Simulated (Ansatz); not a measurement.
System: CH2Cl2Si2 (SMILES [Si]=C[SiH](Cl)Cl).

```xyz
7

C     1.8165   -2.6717   -0.0882
Cl    0.8141   -1.8024   -2.7693
Cl    0.6765   -5.1084   -2.0170
Si    2.5864   -1.2754   -0.8014
Si    0.5051   -3.2270   -1.1775
H     2.0642   -3.1306    0.8769
H    -0.9229   -3.0762   -0.8070
```

Geometry: r2SCAN-D4/def2-SVP.

The calculation used isolated molecule in a Gaussian basis; Kohn-Sham density functional theory, functional PBE0 in Ansatz.

Question: What will maps of the electron density and electron localisation function show?

Answer: C–Si (1.75 Å): ρ at the midpoint is about 1.1 e/Å³; the ELF peaks at about 0.90 between the atoms; a covalent bond.
C–H (1.10 Å): the density is about 1.9 e/Å³ at the midpoint; the ELF climbs to about 1 towards the hydrogen, as it does in any bond to H (an ordinary covalent bond to hydrogen).
C–Si (1.79 Å): the density is about 1 e/Å³ at the midpoint; the ELF peaks at about 0.90 between the atoms: a covalent bond.
Si–Cl (2.16 Å): the density is about 0.75 e/Å³ at the midpoint; the ELF peaks at about 0.85 between the atoms (a polar covalent bond).

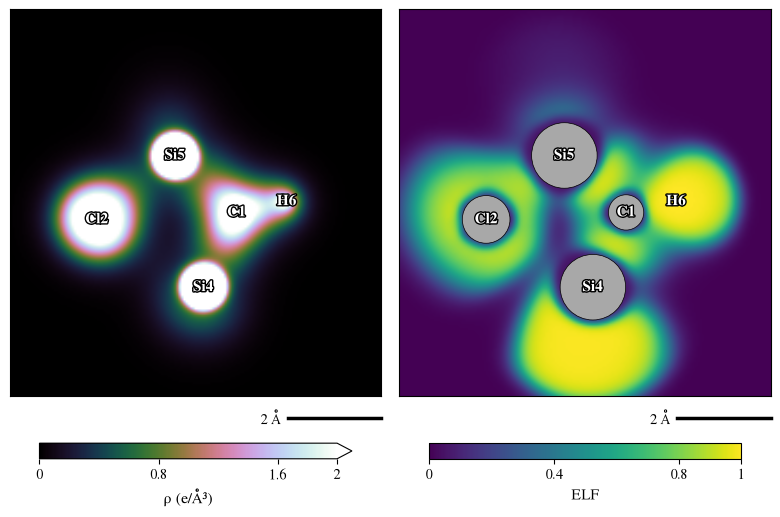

Computed electron density and electron localisation function on the plane of atoms Si4, C1 and H6, in this order. Grey discs cover the atomic cores in the ELF map. 
